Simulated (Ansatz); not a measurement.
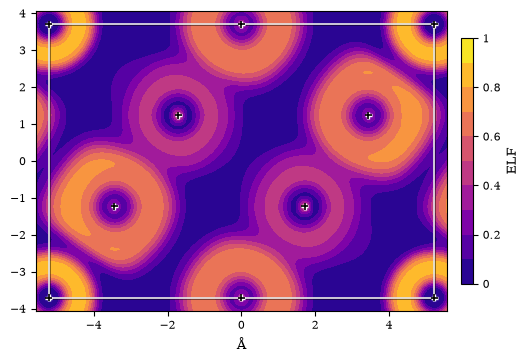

The electron localisation function on a plane through atoms (crosses mark nuclei in the plane).

The calculation used DFT, r2SCAN+rVV10, plane waves, PAW (Ansatz 0.2.0).

Candidates:
A. CaPdI$_{4}$, a = 7.38 Å, b = 7.38 Å, c = 7.96 Å, α = 90.00°, β = 90.00°, γ = 90.00°. Space group I4; a structure from a database of computed crystals, not necessarily the ambient phase; started from the WOF4-79 prototype, which need not be the ambient phase.
B. Rb$_{2}$MgS$_{2}$, a = 4.25 Å, b = 4.25 Å, c = 8.91 Å, α = 90.00°, β = 90.00°, γ = 120.00°. Space group P-3m1; a structure from a database of computed crystals, not necessarily the ambient phase; started from the Li2ZrN2-164 prototype, which need not be the ambient phase.
C. LaBi$_{2}$As$_{3}$, a = 4.28 Å, b = 4.28 Å, c = 10.44 Å, α = 90.00°, β = 90.00°, γ = 120.00°. Space group P-3m1; a structure from a database of computed crystals, not necessarily the ambient phase; started from the CaSm2S3-164 prototype, which need not be the ambient phase.

> Which candidate gave the map?

Candidate C: LaBi$_{2}$As$_{3}$ on the (110) plane of the conventional cell, which holds La, Bi and As. Bi–As (3.01 Å): the ELF is about 0.45 at the midpoint. La–As (3.04 Å): the ELF is about 0.25 at the midpoint.
